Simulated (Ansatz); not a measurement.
The compound is BiCl (space group R-3m, No. 166), taken as the geometry relaxed with DFT LDA, scalar-relativistic, plane waves, PAW in Ansatz 0.2.0; the starting structure was generated, so it need not be a known form of this composition.

```yaml
crystal:
  lattice:
    - [3.60668, 0.00000, 0.00000]
    - [-1.80334, 3.12348, 0.00000]
    - [0.00000, 0.00000, 28.11413]
  atoms:
    - { symbol: Bi, position: [0.33333, 0.66667, 0.88097] }
    - { symbol: Bi, position: [0.00000, 0.00000, 0.78570] }
    - { symbol: Cl, position: [0.66667, 0.33333, 0.71518] }
    - { symbol: Cl, position: [0.66667, 0.33333, 0.95148] }
    - { symbol: Bi, position: [0.00000, 0.00000, 0.21430] }
    - { symbol: Bi, position: [0.66667, 0.33333, 0.11903] }
    - { symbol: Cl, position: [0.33333, 0.66667, 0.04852] }
    - { symbol: Cl, position: [0.33333, 0.66667, 0.28482] }
    - { symbol: Bi, position: [0.66667, 0.33333, 0.54763] }
    - { symbol: Bi, position: [0.33333, 0.66667, 0.45237] }
    - { symbol: Cl, position: [0.00000, 0.00000, 0.38185] }
    - { symbol: Cl, position: [0.00000, 0.00000, 0.61815] }
```

Describe the stacking along c, with columns A (0, 0), B (1/3, 2/3), C (2/3, 1/3) of the hexagonal mesh.

Cl(B) – Bi(C) – Bi(A) – Cl(B) – Cl(A) – Bi(B) – Bi(C) – Cl(A) – Cl(C) – Bi(A) – Bi(B) – Cl(C) (twelve layers in 28.11 Å).

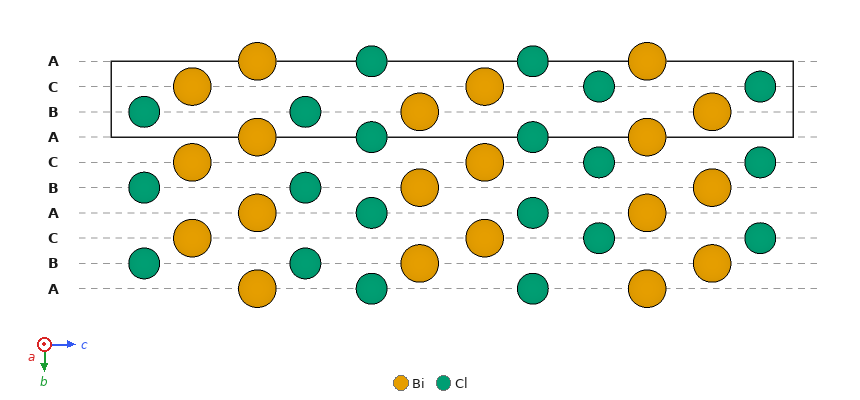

Projection along an edge of the hexagonal mesh, stacking direction c to the right. The dashed lines mark the three columns A (0, 0), B (1/3, 2/3) and C (2/3, 1/3). The sequence starts with the first layer at or above the cell's origin.
